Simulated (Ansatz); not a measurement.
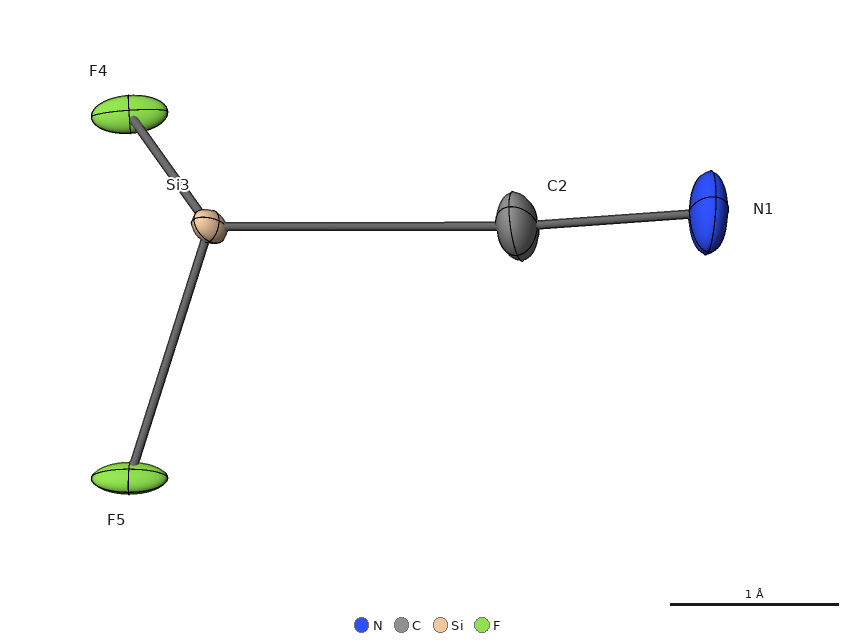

Displacement ellipsoids at the 50 % level, enlarged 2 times, from the internal vibrations of the free molecule (harmonic, no overall translation or rotation; no half-axis is drawn under 0.075 Å). Charge 0, doublet. Vibrations computed with UKS PBE0-D4/def2-TZVP (Ansatz 0.2.0). Temperature: 200 K.

List U_eq and the three principal root-mean-square amplitudes for each kind of atom.

```csv
atom,U_eq (Å²),rms amplitudes (Å)
N1,0.0042,"0.037, 0.059, 0.089"
C2,0.0037,"0.039, 0.066, 0.072"
Si3,0.0012,"0.027, 0.034, 0.040"
"F4, F5",0.0025,"0.023, 0.038, 0.073"
```
